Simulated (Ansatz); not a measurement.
System: N2O (SMILES N1=NO1).

Input

```
crystal:
  periodic: [false, false, false]
  atoms:
    - {symbol: "N", position_ang: [0.683481, -0.281989, -0.470493]}
    - {symbol: "N", position_ang: [0.879180, 0.467678, 0.405556]}
    - {symbol: O, position_ang: [-0.613481, 0.332871, 0.073727]}
basis:
  gaussian:
    orbitals: def2-TZVPD
hamiltonian:
  xc: {name: PBE0}
output: {forces: true, orbitals: {seedname: orbitals}}
```

Launched as:

```sh
ansatz run input.yaml --threads 1 --pin off --max-ram 2610MiB --events-out events.jsonl --progress --plain --runs-dir runs
```

Geometry: B3LYP-D4/def2-TZVP.

All numbers below come from isolated molecule in a Gaussian basis; Kohn-Sham density functional theory, functional PBE0 (Ansatz).

Question: What will maps of the electron density and electron localisation function show?

Answer: N–N (1.17 Å): ρ at the midpoint is about 4 e/Å³; the ELF peaks at about 0.90 between the atoms: a multiple bond.
N–O (1.54 Å): the density is about 1.5 e/Å³ at the midpoint; the ELF peaks at about 0.65 between the atoms.

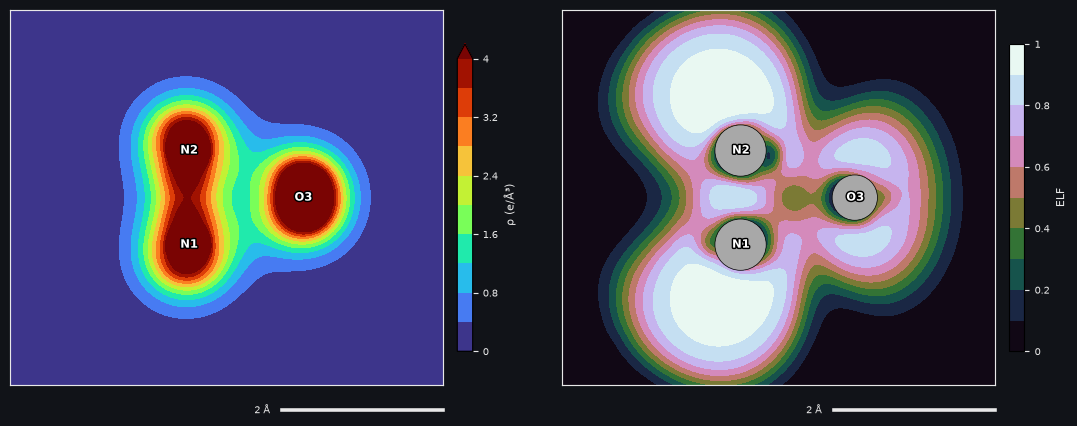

Computed electron density and electron localisation function on the molecular plane, in this order. Grey discs cover the atomic cores in the ELF map. 
